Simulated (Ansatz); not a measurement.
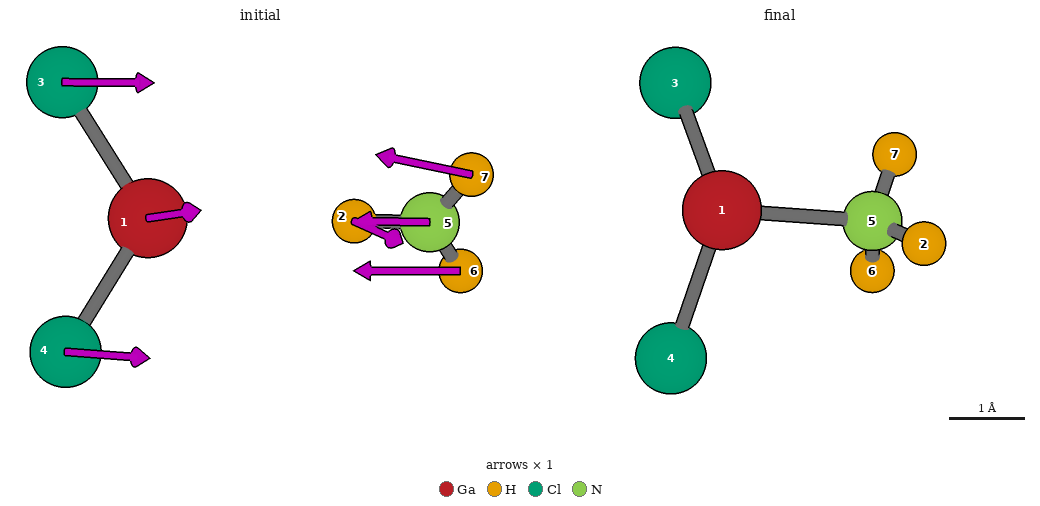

The structure of GaNH3Cl2 (multiplicity 2) before (left) and after (right) a relaxation, at one scale. The purple arrows give the displacements, at their true length.

A ball-and-stick model, seen face on.

The run prepares an end point of a later path (reaction) calculation, from a guessed geometry.

Level of theory: UHF/def2-SVP in Ansatz 0.2.0. (collinear spin; force threshold 0.03 eV/Å; at most 50 steps)

Describe what moved and what it gained.

The relaxation stopped without meeting its thresholds, so the last structure isn't shown to be converged. It used up its limit of 50 steps. The largest move after the best rigid fit is that of H7, 1.48 Å. By element the largest moves are H 1.48 Å, Cl 1.34 Å, N 1.06 Å, Ga 0.95 Å. Some distances before and after: Ga1–N5 3.795 → 2.165 Å, Ga1–Cl3 2.172 → 2.224 Å, N5–H6 0.993 → 1.010 Å, H2–N5 1.018 → 1.009 Å. New bonds form, among them: Ga1–N5 (3.80 → 2.16 Å). Among the angles between lasting bonds that change: H6–N5–H7 121.0° → 107.7°, H2–N5–H6 119.5° → 107.6°, Cl3–Ga1–Cl4 117.4° → 113.8°. After 43 accepted moves (49 points after the start) the energy has fallen by 141.1 kJ/mol. The largest force component goes from 1.5 to 0.12 eV/Å. The line search rejected the trial steps at points 9, 17, 24, 28, 32, 48 of the run. The forces were under the threshold at step 4, but the run went on from there.

Limits of the set-up: the start holds two separate molecules, 2.8 Å apart at their closest, whose relative position is a soft coordinate and is computed without a dispersion correction; Hartree-Fock leaves out electron correlation.
